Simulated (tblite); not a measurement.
## Run report: C6H6O4, molecular dynamics (part 2 of 2)

The same run, continued: C6H6O4; GFN2-xTB Langevin dynamics, gas phase (tblite 0.8.0). 

Geometry of the input (Å):
```
C  3.1592  -0.6081  0.2204
C  1.9162  0.2186  0.0526
O  1.8830  1.3816  -0.2402
O  0.8313  -0.5457  0.2949
C  -0.4564  -0.0911  0.2510
C  -0.8837  1.1390  -0.0069
O  -2.2283  1.4828  -0.0251
C  -3.0616  0.4143  0.2268
C  -2.6338  -0.8085  0.4817
O  -1.2907  -1.1639  0.5296
H  3.9924  -0.1140  -0.2694
H  3.0048  -1.6031  -0.1860
H  3.3757  -0.7025  1.2830
H  -0.2383  1.9692  -0.2252
H  -4.1011  0.6873  0.1910
H  -3.2764  -1.6471  0.6776
```

## Trajectory as extended XYZ, continued
```
16
Properties=species:S:1:pos:R:3:forces:R:3 step=21 time_fs=525.0 energy=-873.94633 temperature=181.2
C     2.4257   -0.5961    0.6912   -1.1421  -1.1432   0.7002
C     1.0334    0.0243    0.6724   -0.4255   0.8872  -0.2625
O     0.7790    1.2097    0.5767    0.7633  -1.2793   0.2953
O     0.0206   -0.9115    0.6604    0.4768   0.5657  -0.0824
C    -1.2781   -0.4639    0.6242   -0.7110   1.1077  -0.9289
C    -1.7782    0.6165   -0.0364    0.1873  -1.1707   1.1706
O    -3.0851    1.0617    0.1132   -0.5252  -0.6357   0.7551
C    -3.8677    0.2768    1.0436    1.7484   1.1000  -1.7507
C    -3.3742   -0.8466    1.4832   -0.2723  -1.1209   0.9310
O    -2.1093   -1.3438    1.3124    0.2399   0.0628  -0.1064
H     3.0163   -0.1406   -0.0321    0.8618   1.2229  -1.3938
H     2.3408   -1.6490    0.3323    0.0460   0.5544   0.9955
H     2.9965   -0.4316    1.6328   -0.8880  -0.5099  -0.4236
H    -1.1983    1.2783   -0.6465    0.0740   0.0765   0.0350
H    -4.8094    0.6832    1.2848   -0.5403   0.2828  -0.0994
H    -3.9704   -1.5110    2.0918    0.1070  -0.0003   0.1649
16
Properties=species:S:1:pos:R:3:forces:R:3 step=23 time_fs=575.0 energy=-873.99848 temperature=294.9
C     2.3037   -0.5964    0.7405    2.7634   0.6764  -0.6386
C     1.0190    0.0819    0.5753   -0.1579  -1.1038  -0.1362
O     0.8282    1.2426    0.6678   -0.2620   1.5909   0.1322
O     0.0622   -0.8387    0.3457   -1.5333   0.1349   0.1786
C    -1.2773   -0.4299    0.5206    1.5302  -0.8716   0.5284
C    -1.7498    0.6928    0.0243    0.7095   0.7010  -0.5219
O    -3.0224    1.1278    0.2187   -0.1902   0.7032  -0.3476
C    -3.7111    0.2979    1.0128   -2.3755  -0.7536   0.9229
C    -3.2636   -0.8276    1.5634   -0.0760  -0.6299   0.6255
O    -1.9102   -1.2719    1.4339   -0.9060   0.7009  -0.6631
H     3.1576    0.1017    0.4568   -1.0247  -0.4937   0.4658
H     2.4705   -1.4637    0.1221   -0.4934  -0.3786  -0.0776
H     2.4555   -0.8602    1.7740   -0.0766  -0.1373   0.3420
H    -1.1837    1.4249   -0.5414    0.0060  -0.4838  -0.0670
H    -4.7904    0.6455    1.0850    1.4439  -0.6505   0.1334
H    -3.8409   -1.5288    2.2219    0.6427   0.9955  -0.8766
16
Properties=species:S:1:pos:R:3:forces:R:3 step=24 time_fs=600.0 energy=-873.91659 temperature=314.1
C     2.4653   -0.6036    0.7353    0.1706  -2.4152  -0.8257
C     1.1581    0.0665    0.5815   -2.0419   0.8099   0.4064
O     0.9391    1.2431    0.7494    0.4042  -1.1088  -0.2274
O     0.0534   -0.7948    0.2527    0.7552   1.0354   0.7306
C    -1.2327   -0.3262    0.5386    1.0706  -1.6552   0.1624
C    -1.8085    0.6919   -0.0719   -1.0950   0.1526   0.0282
O    -3.1365    1.0870    0.2199    0.7919  -0.1812  -0.1396
C    -3.7865    0.1887    1.0581    0.2842   0.0779  -0.5991
C    -3.1828   -0.8528    1.5905   -0.7227  -1.8591   1.0167
O    -1.8536   -1.2259    1.4506    0.1611   1.6355  -0.7147
H     3.2789    0.0610    0.5939    0.4708   0.9535   0.2308
H     2.6010   -1.3589   -0.0915   -0.4210   0.4353   0.7363
H     2.6185   -1.1829    1.6845   -0.5376   0.7185  -0.7289
H    -1.3508    1.2092   -0.9066   -0.1454   0.1299   0.4636
H    -4.8518    0.3521    1.1153    0.2156   0.1478   0.1131
H    -3.7316   -1.6406    2.1853    0.6395   1.1233  -0.6527
16
Properties=species:S:1:pos:R:3:forces:R:3 step=26 time_fs=650.0 energy=-873.86205 temperature=278.4
C     2.3773   -0.7950    0.5533    1.2118   0.7201  -0.0891
C     1.1635    0.0558    0.6859    0.3836   1.9039  -0.6307
O     1.0746    1.2265    0.9782    0.4554  -0.9766   0.3403
O     0.1177   -0.6096    0.1992   -0.4694  -1.0930  -0.1834
C    -1.1378   -0.2564    0.5312   -1.5870   0.1509   0.4283
C    -1.8556    0.7317    0.0012    1.4495   0.3748  -1.0328
O    -3.1967    0.9863    0.1790    0.9757   0.3596  -0.2677
C    -3.6698    0.0785    1.0322   -3.6357   0.3458   0.3936
C    -3.0464   -0.8386    1.7069    0.9957  -2.3344   0.9197
O    -1.6451   -1.1093    1.5059   -1.0007   0.2199   0.3036
H     3.3015   -0.1638    0.5675   -0.7485  -0.6107   0.6339
H     2.4249   -1.3007   -0.3943   -0.4401  -0.1280  -0.5542
H     2.3167   -1.5894    1.2837    0.3685   0.1112   0.4265
H    -1.3791    1.3805   -0.7269   -0.1935  -0.0605   0.0833
H    -4.7900    0.1990    1.1186    1.2524  -0.1889   0.1387
H    -3.5650   -1.6088    2.3592    0.9822   1.2059  -0.9101
16
Properties=species:S:1:pos:R:3:forces:R:3 step=27 time_fs=675.0 energy=-873.79414 temperature=325.7
C     2.4494   -0.7404    0.5377   -1.1606  -1.0618  -1.1436
C     1.1907    0.1135    0.6245    0.9333  -1.4785  -0.0276
O     1.1576    1.1668    1.1766   -0.7083   0.1978  -0.2945
O     0.1058   -0.6275    0.1439    0.6598   1.5394   1.2537
C    -1.1230   -0.1934    0.5995    0.2479  -2.3686   0.5561
C    -1.7785    0.7825    0.0245   -0.0757   0.6324  -1.4886
O    -3.1275    0.9554    0.1329   -0.4694   0.1489   0.8693
C    -3.7155    0.0894    1.0566    1.1159  -0.8550   0.2285
C    -3.0724   -0.9161    1.6847    0.3653   0.7603   0.2086
O    -1.6408   -1.1138    1.5855   -1.5349   1.4049  -1.0560
H     3.3566   -0.2165    0.7149    0.3580   0.4471   0.4562
H     2.5563   -1.2973   -0.4104   -0.2711   0.5984   0.0353
H     2.2439   -1.5614    1.2210    0.3492   0.1612   0.5175
H    -1.3122    1.4036   -0.7761   -0.4818  -0.5514   0.8752
H    -4.7580    0.3063    1.1724   -0.1389  -0.1433   0.0136
H    -3.5771   -1.5457    2.4580    0.8112   0.5685  -1.0036
16
Properties=species:S:1:pos:R:3:forces:R:3 step=29 time_fs=725.0 energy=-873.64959 temperature=343.4
C     2.4939   -0.6257    0.5168    2.2829  -0.1068   0.3373
C     1.2701    0.0175    0.9603   -0.0554   1.8605   0.4816
O     1.2433    1.0011    1.6559   -0.4617  -0.5187  -0.0379
O     0.2265   -0.5499    0.3653   -1.7049  -0.5624  -0.2643
C    -1.0862   -0.2121    0.6769   -0.6055   0.6797  -1.0148
C    -1.8063    0.7123    0.0027   -0.3419   0.2450   0.7931
O    -3.1301    1.0979    0.3926    1.4009  -1.8948   0.2150
C    -3.6149    0.0415    1.1659   -5.0795   3.6611  -1.1650
C    -3.0160   -0.9722    1.6272    1.0066  -3.0928   2.3858
O    -1.6688   -1.1080    1.5566    1.8515  -0.1374  -0.0739
H     3.3463    0.1012    0.5934   -0.7123  -0.8017   0.0622
H     2.4574   -1.0498   -0.4484   -0.3511   0.0741  -1.4191
H     2.6911   -1.5214    1.0905    0.2148   0.0182   0.7809
H    -1.5313    1.3468   -0.8195    0.6088  -0.1126   0.1498
H    -4.7522    0.1522    1.3130    1.7361  -0.1217  -0.3090
H    -3.4374   -1.7552    2.3035    0.2108   0.8100  -0.9218
16
Properties=species:S:1:pos:R:3:forces:R:3 step=30 time_fs=750.0 energy=-873.91685 temperature=311.1
C     2.4783   -0.6141    0.4453    0.3389   1.0813   0.7436
C     1.2670    0.1332    1.0412   -0.0766  -2.6007  -1.6946
O     1.2071    0.9217    1.9100   -0.1179   0.6432   0.3045
O     0.1821   -0.4867    0.3923    0.5995   0.4155   0.4265
C    -1.1287   -0.2266    0.6971    1.5243  -0.3273   0.0946
C    -1.7494    0.7880    0.1499   -0.7141   1.0442  -0.8710
O    -3.0769    1.0041    0.4275   -0.2436   1.4811  -0.4554
C    -3.6230    0.1003    1.2415   -1.7971  -0.2379  -0.0951
C    -3.0446   -0.9820    1.6796    0.4114  -1.3152   1.0968
O    -1.6508   -1.1478    1.5821   -0.2632   0.0642  -0.1333
H     3.3584    0.0515    0.4928   -0.3532  -0.3998   0.0210
H     2.3386   -0.9753   -0.5610   -0.3714   0.2795  -0.2164
H     2.6603   -1.5045    1.0427    0.0036   0.1493   0.2610
H    -1.5034    1.5248   -0.6265    0.6827  -0.7444   0.6252
H    -4.6842    0.2856    1.2930   -0.1343  -0.1938   0.2788
H    -3.5417   -1.7795    2.2555    0.5110   0.6606  -0.3863
16
Properties=species:S:1:pos:R:3:forces:R:3 step=31 time_fs=775.0 energy=-873.81501 temperature=312.0
C     2.5168   -0.4790    0.4932   -0.3035  -2.0321  -1.1338
C     1.2760    0.0710    1.0853   -1.3504  -0.1132  -0.2150
O     1.1387    0.8896    1.9536    0.0650  -0.8575  -0.8455
O     0.1768   -0.5266    0.3939    1.3372   0.7902   1.0998
C    -1.0852   -0.2199    0.8110    0.3029   1.3762  -1.6332
C    -1.7584    0.8023    0.2965    0.2540  -0.1907   0.4426
O    -3.0800    1.0673    0.5124   -1.6053  -0.7883   0.8147
C    -3.7297    0.0353    1.2705    4.1748  -1.2096   0.2580
C    -2.9630   -0.9639    1.8190   -1.5364   3.2538  -2.2901
O    -1.6371   -1.1719    1.5612   -0.2937  -1.5037   1.3660
H     3.3211    0.1647    0.6557    1.2349   0.9850   0.4322
H     2.4076   -0.6142   -0.6280   -0.1081   0.0235   1.3263
H     2.7767   -1.4979    0.9338   -0.5058   1.2334  -0.4932
H    -1.3247    1.6060   -0.2266    0.5827   0.4501  -0.6300
H    -4.7514    0.1355    1.3762   -1.3790   0.3028   0.2089
H    -3.3903   -1.7015    2.3776   -0.8694  -1.7200   1.2921
16
Properties=species:S:1:pos:R:3:forces:R:3 step=33 time_fs=825.0 energy=-873.91808 temperature=200.2
C     2.5643   -0.2148    0.5962   -0.7677   1.8824   1.9926
C     1.1725    0.1555    1.1453    1.5876  -0.5272   0.0316
O     0.9969    0.8464    2.0981   -0.2812   0.4592   0.3279
O     0.2138   -0.4497    0.4447   -0.8076  -0.1380  -0.1838
C    -1.1000   -0.1901    0.8212    0.3292   0.8695  -0.7091
C    -1.7365    0.9011    0.4166    0.5571  -0.5958   0.3503
O    -3.0495    1.1657    0.7020   -0.4153   1.2666  -0.1299
C    -3.6508    0.2263    1.4739   -0.5510   1.5840  -1.2052
C    -3.0502   -0.8444    1.8489    0.8682  -3.1070   0.7429
O    -1.6558   -1.1426    1.5760   -1.7564  -1.0808   1.0675
H     3.3073    0.4002    1.1252   -0.2710  -0.1784  -0.1328
H     2.5873    0.0046   -0.4114    0.0676   0.3396  -2.0845
H     2.7768   -1.2160    0.7637    0.2044  -1.7881   0.2764
H    -1.2439    1.6816   -0.0817    0.3398   0.6997  -0.6600
H    -4.6867    0.4508    1.5957   -0.3344  -0.0403   0.2626
H    -3.6831   -1.6513    2.2647    1.2306   0.3545   0.0535
16
Properties=species:S:1:pos:R:3:forces:R:3 step=34 time_fs=850.0 energy=-874.01188 temperature=207.9
C     2.5336   -0.1199    0.6061   -1.3538  -0.5627  -0.0237
C     1.1844    0.1875    1.2733    0.1335  -0.4665  -1.7349
O     0.9443    0.9001    2.1917   -0.1010  -0.3116  -0.0798
O     0.2158   -0.4380    0.4475   -0.3863   0.6048   1.3151
C    -1.1203   -0.1970    0.7689    0.4370   0.2280   0.0369
C    -1.7357    0.9238    0.3721    1.1530  -0.6719   0.1171
O    -2.9992    1.2594    0.7398   -0.2328   0.2785  -0.6332
C    -3.5792    0.2487    1.4640   -0.8033   0.8022   0.1861
C    -3.0107   -0.8755    1.8329   -0.6034   0.8974   0.5005
O    -1.7093   -1.1812    1.5998    1.1340  -0.1006  -0.6607
H     3.3244    0.3770    1.1213    0.4339   0.1928   0.2660
H     2.4492    0.2281   -0.4368    0.1565  -0.2310   0.4838
H     2.6592   -1.2214    0.6114    0.0599   0.7164  -0.0638
H    -1.2371    1.6414   -0.2653   -0.1150  -0.0620   0.1405
H    -4.5750    0.5416    1.7469   -0.1332  -0.2079  -0.0045
H    -3.5752   -1.4066    2.5590    0.2210  -1.1059   0.1547
16
Properties=species:S:1:pos:R:3:forces:R:3 step=36 time_fs=900.0 energy=-874.10439 temperature=285.6
C     2.6115   -0.1360    0.6930   -1.2909   0.8639   0.8255
C     1.1716    0.0825    1.1945    0.6992  -0.0396  -1.5337
O     0.8867    0.7294    2.1393   -0.2497   0.5772   1.2422
O     0.2112   -0.4312    0.3537    0.1437  -0.0436   0.1591
C    -1.0983   -0.1310    0.6851    0.2750  -0.0972   0.3104
C    -1.6318    1.0538    0.3924   -1.0634  -1.3597   0.8702
O    -2.9562    1.3666    0.7245    0.6885   0.1528  -0.1508
C    -3.5443    0.4402    1.5824    0.3777   0.9670  -1.1751
C    -2.9943   -0.7147    1.8312    0.1194  -2.2067   1.6588
O    -1.7102   -1.1266    1.4520   -0.3410   0.8287  -0.5909
H     3.2631    0.3001    1.4657   -0.1458  -0.1164  -0.5686
H     2.7313    0.3175   -0.2891    0.0527  -0.0276   0.2163
H     2.7424   -1.1798    0.6407    0.4060  -1.1362  -0.2314
H    -1.1043    1.7851   -0.1354    0.3578   0.8498  -0.5547
H    -4.5084    0.8111    1.8264   -0.4598  -0.2062   0.4276
H    -3.4328   -1.4849    2.5279    0.4308   0.9937  -0.9050
16
Properties=species:S:1:pos:R:3:forces:R:3 step=37 time_fs=925.0 energy=-874.07599 temperature=290.3
C     2.5684   -0.2972    0.7343   -0.6781   0.9806   1.4310
C     1.1698    0.1233    1.1450   -0.0175  -0.4872   1.0440
O     0.8556    0.7363    2.1366    0.3223  -0.2871  -1.0138
O     0.2491   -0.4074    0.2715   -0.4446   0.7936   0.6789
C    -1.0577   -0.0607    0.6169   -0.1504  -0.3442  -0.3304
C    -1.6122    1.1010    0.2901    1.1362   0.2492  -0.3576
O    -2.8441    1.5199    0.7161    0.3361   0.1409  -0.7192
C    -3.3608    0.6744    1.6338   -1.2979   0.4987   1.1139
C    -2.9091   -0.5337    1.9308    1.1508   0.7777  -1.0368
O    -1.7309   -1.0553    1.2974   -0.6215   0.2695   0.3090
H     3.3221    0.1657    1.3781   -0.2685  -0.0614  -0.0557
H     2.6479    0.0727   -0.2405    0.5113   0.1508  -1.5365
H     2.6441   -1.3547    0.7987    0.0554  -0.7678  -0.1775
H    -1.0601    1.8660   -0.2464   -0.1238  -0.1628   0.1193
H    -4.1781    1.2589    2.1135    0.4358  -1.1820  -0.0944
H    -3.2771   -1.1751    2.6716   -0.3457  -0.5684   0.6258
16
Properties=species:S:1:pos:R:3:forces:R:3 step=39 time_fs=975.0 energy=-873.91497 temperature=202.8
C     2.4496   -0.3488    0.7383   -0.2550  -0.7964   0.1734
C     1.0744    0.1003    1.1363    0.9379  -0.6360  -1.9818
O     0.8436    0.8933    1.9682   -0.5600   1.2970   1.8457
O     0.1185   -0.4039    0.3013    0.3258  -0.0734   0.0511
C    -1.1295    0.0650    0.5878   -0.2099  -0.5029  -0.2748
C    -1.5215    1.2937    0.2969   -1.9948  -0.5496   1.0127
O    -2.8007    1.7566    0.6905    0.7595  -0.6818   0.8731
C    -3.1393    1.0986    1.9167    0.0963   1.1560  -1.7192
C    -2.7344   -0.1290    2.0998    0.3194  -1.4441   2.9907
O    -1.8682   -0.8341    1.3170   -0.0597   0.2241  -0.5322
H     3.1527    0.4288    1.0227    0.0469  -0.0844  -0.1499
H     2.4721   -0.5823   -0.3421    0.1413  -0.0129   0.7713
H     2.6389   -1.2399    1.3760    0.1684   0.3705  -0.6940
H    -0.8737    1.9861   -0.1118    0.7624   1.2405  -0.8407
H    -3.7303    1.6695    2.6066   -0.0444   0.0610  -0.1687
H    -2.7758   -0.5988    3.1341   -0.4341   0.4324  -1.3567
16
Properties=species:S:1:pos:R:3:forces:R:3 step=40 time_fs=1000.0 energy=-874.04435 temperature=264.0
C     2.4662   -0.4169    0.7238   -1.2430   1.0521  -0.5857
C     1.1072    0.1430    1.0642   -1.1497   0.7390   0.7530
O     0.8409    0.9663    1.9219    0.6428  -1.2331  -1.3054
O     0.0937   -0.4095    0.2644    0.0778   0.9542   0.8157
C    -1.1877    0.1141    0.5579    1.3334  -1.5329   0.2700
C    -1.5341    1.3363    0.2407   -1.0589   1.0268  -0.1563
O    -2.7424    1.8451    0.7459    0.5014  -0.2309  -0.1193
C    -3.1441    1.1917    1.8942   -0.3740   0.6804   0.6126
C    -2.7108    0.0063    2.2941    0.1931   0.3966  -2.1082
O    -1.9300   -0.7276    1.3578    0.0807   0.0556   0.7572
H     3.1636    0.4000    0.5932    0.0837   0.1275  -0.0383
H     2.3387   -0.9777   -0.1777    0.2141  -0.3913  -0.4635
H     2.7915   -1.0186    1.5198    0.4267  -0.8143   0.9675
H    -0.9987    1.9904   -0.4437   -0.2129  -0.1477   0.4826
H    -3.7958    1.7997    2.5330    0.3385  -0.1649  -0.4436
H    -3.0791   -0.5016    3.1385    0.1462  -0.5171   0.5614
```

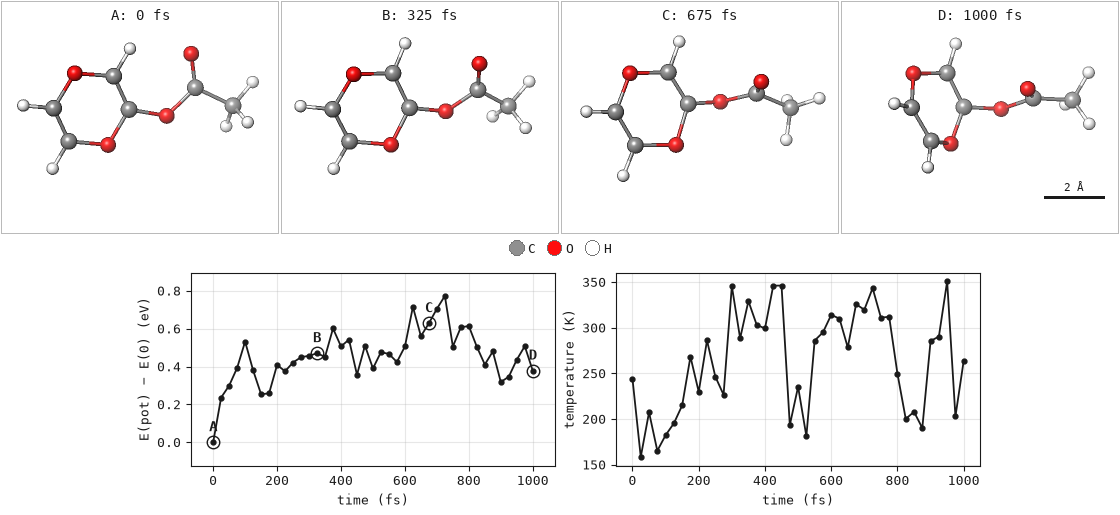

**Figure 1.** Frames of the molecular dynamics (ball-and-stick, seen at a tilt) above the curves, on which the letters mark them. The trajectory kept here has 41 frames over 1000 fs. The temperature starts at 244 K, ranges from 158 to 351 K and averages 274 K over the second half. The potential energy ends 0.378 eV above its first value. After an unweighted best fit of the last frame on the first, the root-mean-square displacement is 0.86 Å, and O3 has moved furthest (1.94 Å).

## Summary

| quantity | value |
| --- | --- |
| outcome | finished |
| mean temperature over the second half | 274 K |
| trajectory | 41 frames kept, 1000 fs |
| wall time | 13 s |
| peak memory | 0.18 GiB |
